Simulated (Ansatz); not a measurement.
Pressure series in CoSi2

The reference is CoSi$_{2}$ (space group Fm-3m, No. 225; a = 5.360 Å; non-magnetic).

Cell and atoms are relaxed at each pressure.

Levels (all Ansatz, a program for electronic structure, PAW, earlier PAW set): PBE (420 eV, no SOC); r2SCAN (500 eV, no SOC).

The base cell above is that of PBE; each level relaxes its own structures.

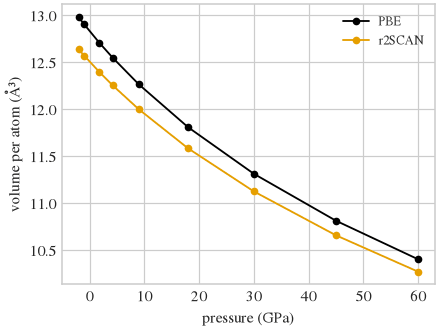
Figure: Volume per atom under two levels

Problem. How do the two levels compare along the series?

Solution. PBE lies above r2SCAN in every row, by 0.13 Å³ to 0.34 Å³. They put the cases in the same order.

Load acts through the strain it causes; cell and atoms are relaxed under it. No phonon test of stability was made. Competing high-pressure phases were not computed. Starting moments died away, wholly or in part, for the base; another magnetic solution may exist. The final runs are not spin-polarised. An odd electron count without spin: CoSi2.
